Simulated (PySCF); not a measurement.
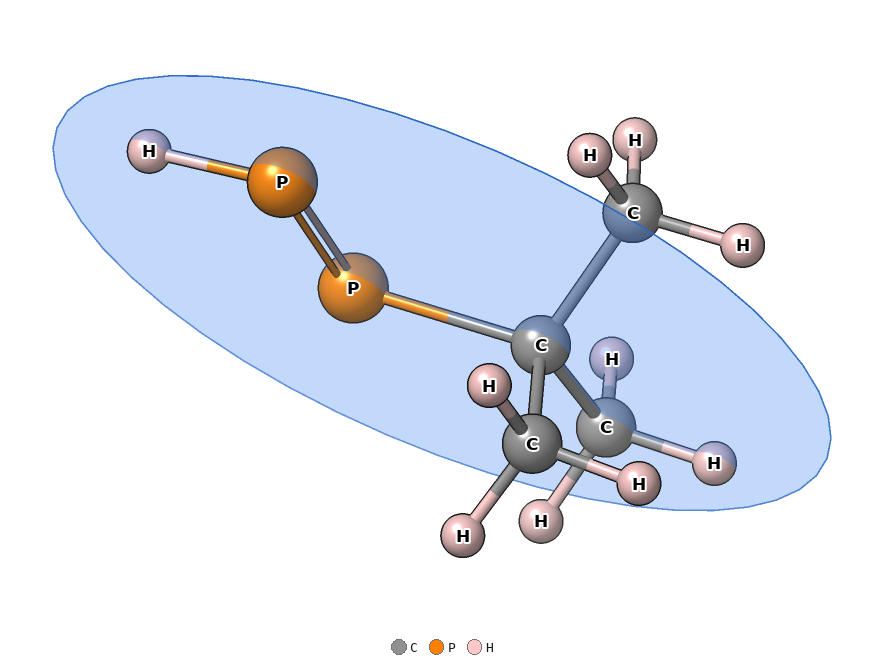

All proper rotation axes (lines) and mirror planes (discs) of the structure are drawn in. Atoms fade into the background with distance from the viewer. The computed structure is the end point of a GFN2-xTB optimisation. No frequency run is at hand to confirm it as a minimum.

Name the symmetry elements and the point group.

Answer. It has 1 mirror plane. Point group Cs. The group has 2 operations. The geometry is achiral, and symmetry allows a dipole moment.
